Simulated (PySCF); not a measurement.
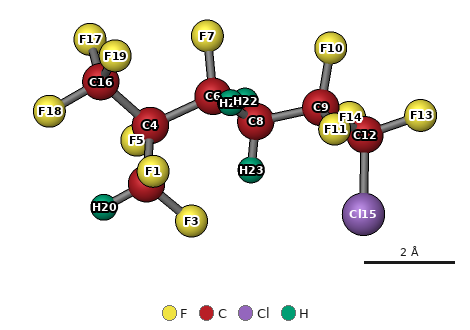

Figure 1. The structure as given in the input (ball-and-stick view, seen at a tilt; atoms are numbered from 1 in the order of the input). Bond lengths as drawn: C–C 1.53 to 1.55 Å, C–Cl 1.78 Å, C–F 1.32 to 1.37 Å and C–H 1.09 to 1.10 Å.

**What a change does: NMR shielding calculation on C7H4ClF11**

System: C7H4ClF11, SMILES FC(F)[C@](F)([C@H](F)CC(F)(F)C(F)(F)Cl)C(F)(F)F.
Method of run A: GIAO WP04/6-31G* NMR shielding, non-relativistic, gas phase (PySCF 2.14.0).

The geometry comes from this level: GFN2-xTB. Text and figures count atoms from 1; the logs count them from 0 in places.

## Input file, run A
```
{"job": {"xc": "WP04", "basis": "6-31G*", "kind": "nmr", "pop": false}, "charge": 0, "multiplicity": 1}
F     -2.400889     1.555781     1.043355
C     -2.156572     0.237292     1.097534
F     -1.243228     0.049716     2.069328
C     -1.598610    -0.250463    -0.260424
F     -1.509849    -1.618628    -0.192078
C     -0.219104     0.376542    -0.575814
F     -0.062567     0.438607    -1.932182
C      0.925114    -0.448278     0.022513
C      2.213758     0.367094     0.079440
F      2.614815     0.757911    -1.147651
F      2.027432     1.507090     0.787272
C      3.374318    -0.431040     0.736963
F      4.533336     0.215674     0.616184
F      3.519701    -1.611294     0.114271
Cl     3.031364    -0.718342     2.459602
C     -2.631186     0.072116    -1.376637
F     -2.415061    -0.642818    -2.468399
F     -3.870900    -0.214875    -0.956475
F     -2.616789     1.359627    -1.702537
H     -3.077524    -0.296089     1.377544
H     -0.210379     1.413784    -0.211512
H      1.089824    -1.326934    -0.605838
H      0.678243    -0.765489     1.035620
```

The first line tells a small driver script what to run in PySCF; the rest is the geometry in Å.

Launched with:
```bash
OMP_NUM_THREADS=1 python <driver script> task.json out
```

Hardware: 1 CPU thread, shared host.

## Output (run A)
```
coarse grid: 23656 points
cycle   1  E = -1855.4923435453  dE =  3.326e+00  |g| = 2.385e+00  |ddm| = 5.032e+00
cycle   2  E = -1853.2560138844  dE =  2.236e+00  |g| = 4.453e+00  |ddm| = 4.387e+00
cycle   3  E = -1856.3954307324  dE = -3.139e+00  |g| = 2.746e-01  |ddm| = 3.173e+00
cycle   4  E = -1856.4084893077  dE = -1.306e-02  |g| = 1.419e-01  |ddm| = 3.728e-01
cycle   5  E = -1856.4121388217  dE = -3.650e-03  |g| = 4.699e-02  |ddm| = 1.327e-01
cycle   6  E = -1856.4125296212  dE = -3.908e-04  |g| = 6.961e-03  |ddm| = 3.736e-02
cycle   7  E = -1856.4125386518  dE = -9.031e-06  |g| = 1.900e-03  |ddm| = 7.255e-03
final grid: 239336 points
cycle   8  E = -1856.3847079089  dE = -1.053e-04  |g| = 1.637e-02  |ddm| = 5.522e-02
cycle   9  E = -1856.3846265846  dE =  8.132e-05  |g| = 2.737e-02  |ddm| = 2.992e-02
cycle  10  E = -1856.3847551645  dE = -1.286e-04  |g| = 1.295e-03  |ddm| = 1.867e-02
cycle  11  E = -1856.3847554778  dE = -3.133e-07  |g| = 4.423e-04  |ddm| = 1.472e-03
cycle  12  E = -1856.3847555130  dE = -3.524e-08  |g| = 1.135e-04  |ddm| = 3.928e-04
cycle  13  E = -1856.3847555150  dE = -2.010e-09  |g| = 3.741e-05  |ddm| = 1.062e-04
cycle  14  E = -1856.3847555153  dE = -2.465e-10  |g| = 8.097e-06  |ddm| = 3.482e-05
converged SCF energy = -1856.3847555153

GIAO shielding tensors (ppm)
atom      isotropic    diamagn.    paramagn.     s11        s22        s33       span
  0 F      330.338     475.390    -145.053    242.998    352.703    395.311    152.313
  1 C       73.647     238.590    -164.943     58.589     75.949     86.404     27.815
  2 F      338.247     480.940    -142.693    249.863    362.884    401.993    152.130
  3 C       87.975     250.341    -162.366     69.020     83.955    110.950     41.929
  4 F      391.184     478.322     -87.138    369.088    392.508    411.957     42.869
  5 C       99.866     251.247    -151.381     70.622     89.126    139.850     69.229
  6 F      391.064     476.281     -85.217    362.683    381.704    428.806     66.123
  7 C      147.991     259.364    -111.372    138.956    145.059    159.959     21.003
  8 C       65.940     243.641    -177.701     53.177     68.847     75.798     22.621
  9 F      319.835     475.299    -155.464    232.432    358.292    368.781    136.349
 10 F      320.938     478.261    -157.323    222.638    356.491    383.686    161.048
 11 C       50.759     254.027    -203.268     34.919     53.256     64.101     29.183
 12 F      272.648     464.476    -191.827    194.045    291.730    332.169    138.124
 13 F      269.022     475.739    -206.717    189.668    284.464    332.934    143.267
 14 Cl     606.991    1147.470    -540.480    329.294    447.509   1044.168    714.874
 15 C       62.429     247.348    -184.919     55.095     63.196     68.995     13.900
 16 F      278.113     474.925    -196.811    207.815    275.414    351.111    143.295
 17 F      282.288     469.763    -187.475    206.880    274.013    365.972    159.092
 18 F      278.487     477.828    -199.341    207.530    275.181    352.749    145.220
 19 H       26.368      25.099       1.270     23.581     26.356     29.167      5.587
 20 H       26.893      34.618      -7.725     24.512     27.354     28.813      4.301
 21 H       29.896      34.531      -4.635     25.159     31.693     32.835      7.676
 22 H       29.907      35.567      -5.661     23.736     31.345     34.638     10.902
```

For run B the input was changed thus:
```diff
-"xc": "WP04"
+"xc": "wB97X"
```

What does this change do to the results?

The total energies belong to different methods, so their difference says nothing on which is more stable or more accurate. The HOMO goes from −10.85 to −11.96 eV. The LUMO goes from −2.53 to 2.45 eV. The dipole moment goes from 2.33 to 2.01 D. Of all shieldings, the largest change is that of Cl15, by +59.9 ppm. The functional changes from WP04 to wB97X. Exact exchange removes part of the self-interaction error of semilocal functionals, which pushes filled and empty levels apart. The number of SCF iterations is the same.

## Output (run B)
```
coarse grid: 23656 points
cycle   1  E = -1826.6098344327  dE =  3.933e+00  |g| = 1.899e+00  |ddm| = 4.752e+00
cycle   2  E = -1826.4675058303  dE =  1.423e-01  |g| = 2.277e+00  |ddm| = 2.699e+00
cycle   3  E = -1827.2968625662  dE = -8.294e-01  |g| = 9.556e-02  |ddm| = 1.444e+00
cycle   4  E = -1827.2986743064  dE = -1.812e-03  |g| = 4.930e-02  |ddm| = 1.152e-01
cycle   5  E = -1827.2991600819  dE = -4.858e-04  |g| = 1.436e-02  |ddm| = 5.413e-02
cycle   6  E = -1827.2992009138  dE = -4.083e-05  |g| = 3.805e-03  |ddm| = 1.516e-02
cycle   7  E = -1827.2992050401  dE = -4.126e-06  |g| = 1.012e-03  |ddm| = 6.316e-03
final grid: 239336 points
cycle   8  E = -1827.2841568336  dE = -2.624e-04  |g| = 1.868e-02  |ddm| = 5.618e-02
cycle   9  E = -1827.2841595580  dE = -2.724e-06  |g| = 1.929e-02  |ddm| = 2.495e-02
cycle  10  E = -1827.2842135753  dE = -5.402e-05  |g| = 1.228e-03  |ddm| = 1.148e-02
cycle  11  E = -1827.2842139085  dE = -3.332e-07  |g| = 4.893e-04  |ddm| = 1.454e-03
cycle  12  E = -1827.2842139566  dE = -4.818e-08  |g| = 1.489e-04  |ddm| = 5.966e-04
cycle  13  E = -1827.2842139607  dE = -4.110e-09  |g| = 2.845e-05  |ddm| = 1.432e-04
cycle  14  E = -1827.2842139610  dE = -2.442e-10  |g| = 1.117e-05  |ddm| = 6.168e-05
converged SCF energy = -1827.2842139610

GIAO shielding tensors (ppm)
atom      isotropic    diamagn.    paramagn.     s11        s22        s33       span
  0 F      339.119     472.815    -133.696    254.631    346.559    416.168    161.536
  1 C       86.654     235.659    -149.005     72.187     88.834     98.940     26.753
  2 F      348.301     477.715    -129.415    262.048    358.113    424.740    162.692
  3 C      101.776     247.357    -145.581     84.371     97.106    123.851     39.480
  4 F      409.613     474.960     -65.346    393.184    405.861    429.794     36.611
  5 C      115.078     247.551    -132.473     86.361    103.065    155.809     69.447
  6 F      406.307     472.662     -66.355    375.278    390.949    452.695     77.417
  7 C      160.778     256.082     -95.304    150.367    160.004    171.963     21.597
  8 C       79.935     240.589    -160.653     68.507     81.331     89.969     21.462
  9 F      332.672     472.694    -140.021    246.630    357.247    394.140    147.510
 10 F      330.570     475.324    -144.754    234.269    356.133    401.309    167.041
 11 C       67.296     252.647    -185.351     54.769     71.146     75.971     21.202
 12 F      285.842     462.654    -176.811    206.787    314.525    336.215    129.428
 13 F      279.833     473.756    -193.923    200.729    304.110    334.659    133.930
 14 Cl     666.845    1145.481    -478.636    416.109    537.016   1047.409    631.299
 15 C       75.857     246.718    -170.861     68.336     76.831     82.405     14.069
 16 F      286.520     473.229    -186.709    219.707    290.821    349.033    129.326
 17 F      289.808     468.418    -178.610    217.638    289.139    362.649    145.011
 18 F      285.488     476.436    -190.948    218.010    289.629    348.825    130.816
 19 H       26.105      25.860       0.245     23.052     25.935     29.327      6.274
 20 H       26.629      33.318      -6.689     24.193     27.241     28.454      4.261
 21 H       29.861      33.560      -3.699     24.746     32.029     32.808      8.062
 22 H       29.880      33.797      -3.917     23.267     31.717     34.657     11.390
```

## The two runs side by side

| quantity | run A | run B |
| --- | --- | --- |
| outcome | converged | converged |
| total energy (hartree) | −1856.384756 | −1827.284214 |
| HOMO (eV) | −10.85 | −11.96 |
| LUMO (eV) | −2.53 | 2.45 |
| dipole moment (D) | 2.33 | 2.01 |
| shielding of C4 (ppm) | 88.0 | 101.8 |
| shielding of F5 (ppm) | 391.2 | 409.6 |
| shielding of C6 (ppm) | 99.9 | 115.1 |
| shielding of F7 (ppm) | 391.1 | 406.3 |
| shielding of C9 (ppm) | 65.9 | 79.9 |
| shielding of C12 (ppm) | 50.8 | 67.3 |
| shielding of Cl15 (ppm) | 607.0 | 666.8 |
| SCF iterations | 14 | 14 |
| basis functions | 278 | 278 |
| wall time (shared host) | 1.9 min | 3.7 min |
